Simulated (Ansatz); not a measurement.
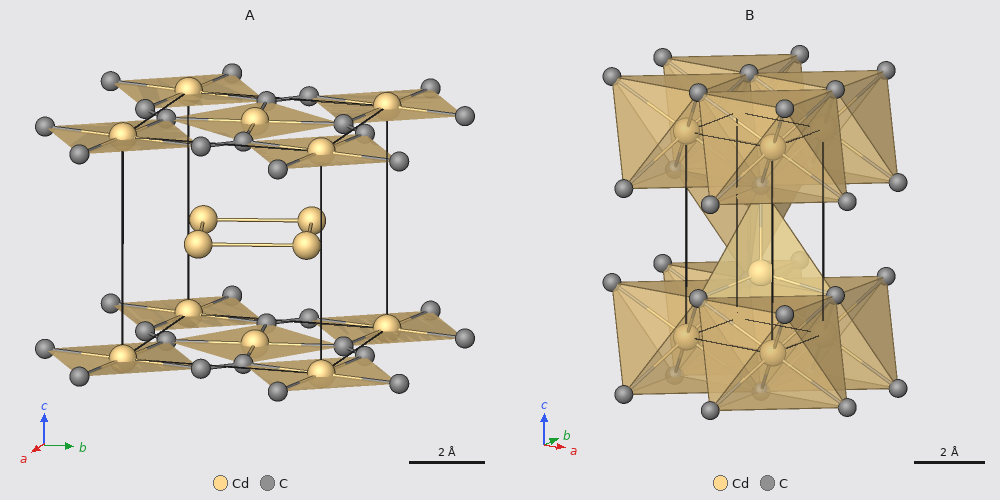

Two structures of Cd3C2, each relaxed to rest (conventional cells in solid outline, small ones repeated, not to one scale). Method: DFT PBE, scalar-relativistic, plane waves, PAW in Ansatz 0.2.0, without spin polarisation.

### Characterise the two forms.

A: 10 atoms a cell on a primitive tetragonal lattice, P4/mbm. B: 5 atoms a cell on a primitive hexagonal lattice, P-3m1.

### Which has the lower energy, and by how much?

A is lower, by 656 meV/atom at this level of theory (energies at zero smearing). Volumes: A 19.3, B 16.2 Å³/atom.

One or both may be structure types tried for this composition rather than known phases.
